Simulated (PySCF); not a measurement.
**C₆H₁₁FSSi (SMILES CSC[SiH2]C1=CC[C@H]1F): density, localisation and related maps**

The calculation's input:

```
{"job": {"kind": "nmr", "xc": "PBE0", "basis": "pcSseg-1"}, "charge": 0, "multiplicity": 1}
C      3.756443     0.494124    -0.775129
S      3.253669    -0.474418     0.672767
C      1.536476    -0.883508     0.222298
Si     0.408791     0.649210     0.113520
C     -1.346629     0.012127     0.035037
C     -1.991830    -1.152718     0.180986
C     -3.370479    -0.577267     0.039230
C     -2.638881     0.763411    -0.206240
F     -2.930967     1.762250     0.688434
H      4.831186     0.625883    -0.702607
H      3.260833     1.460270    -0.768055
H      3.510355    -0.057165    -1.678152
H      1.571654    -1.456844    -0.703717
H      1.207969    -1.553296     1.014820
H      0.677756     1.393736    -1.127155
H      0.618177     1.500051     1.285282
H     -1.665665    -2.165533     0.331399
H     -3.959235    -0.576540     0.955130
H     -3.978544    -0.947363    -0.785796
H     -2.756229     1.194270    -1.204787
```

Command:

```sh
OMP_NUM_THREADS=1 python probes_run.py task.json out
```

Geometry: GFN2-xTB.

All numbers below come from PySCF 2.14.0, PBE0/pcSseg-1, SCF density, gas phase, non-relativistic.

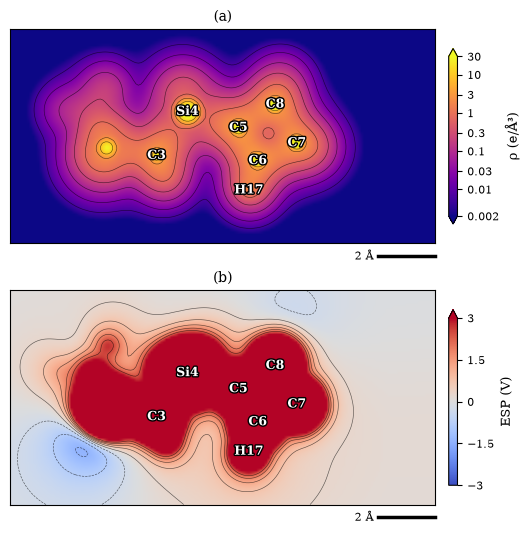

Figure 1. (a) electron density; (b) molecular electrostatic potential on the plane of atoms C5, C8 and C7.

> Interpret the plot.

- Atoms in the plane: C, Si and H.
- C–C (1.34 Å): ρ at the midpoint is about 2.3 e/Å³.
- C–Si (1.87 Å): ρ at the midpoint is about 0.94 e/Å³.
- C–H (1.07 Å): ρ is about 2.1 e/Å³ halfway.
- C–C (1.50 Å): ρ is about 1.7 e/Å³ halfway.
- C–C (1.55 Å): the density is about 1.6 e/Å³ at the midpoint.
- Outside the dense part of the molecule the potential is most negative (−1.4 V) near S2, which lies off the plane.

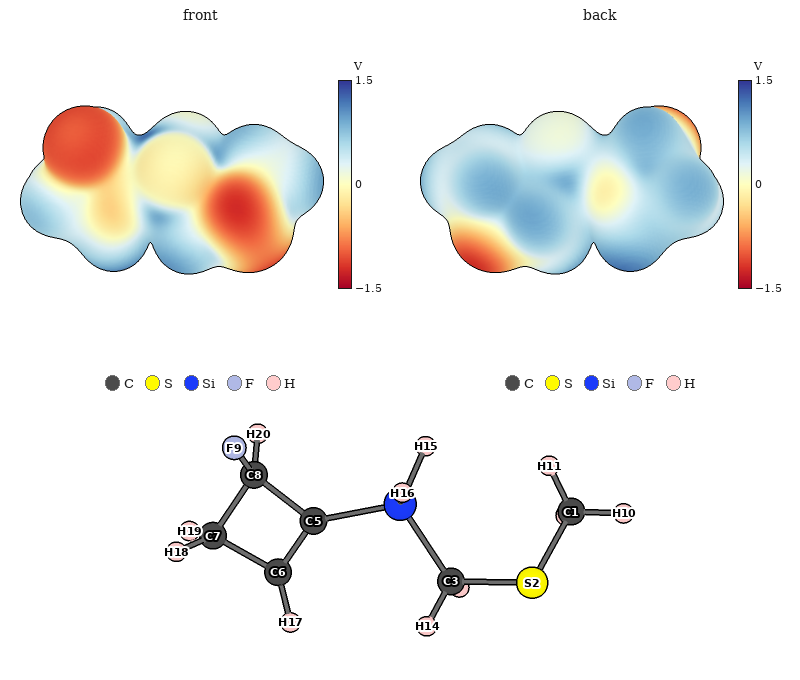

Figure 2. The molecular electrostatic potential painted on the density surface at 0.002 e/bohr³, seen from the front and from behind; the colour scale runs from red (negative) to blue (positive). The bare structure is drawn below in the same view.

> Describe the electrostatic potential map.

The most negative region (about −1.2 V) lies over S2, the most positive (about +1.1 V) over Si4 and H17.

> What dipole moment does the calculation give?

Its dipole moment is 2.70 D.
